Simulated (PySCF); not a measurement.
ZnCl⁻, singlet. r2SCAN0/def2-TZVPPD with PySCF, UKS. One reference determinant with the occupation held, the lowest that a PBE0 search over spins and occupations found; no spin-orbit coupling. Zero is the separated fragments in their ground configurations, without counterpoise. The fragments are Zn + Cl⁻. 2 further points of the run are not drawn. Horizontal lines: vibrational levels from ωe and ωexe, starting at v = 0.

What bond curve does the calculation give?

re = 2.453 Å, ωe = 195 cm⁻¹, ωexe = 1.8 cm⁻¹, De = 0.81 eV.
```
r (Å)  E (eV)
2.150   −0.57
2.250   −0.72
2.350   −0.79
2.425   −0.81
2.500   −0.81
2.575   −0.79
2.675   −0.76
2.800   −0.70
2.950   −0.62
3.150   −0.52
```

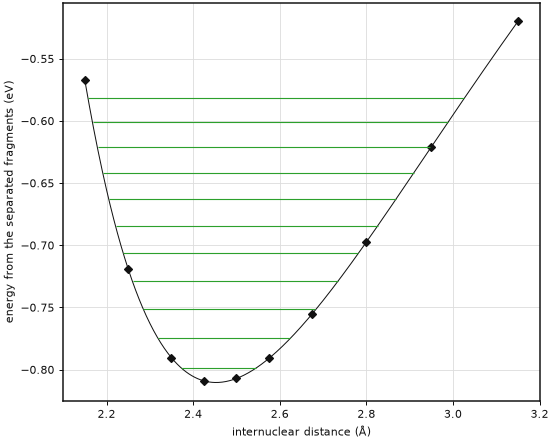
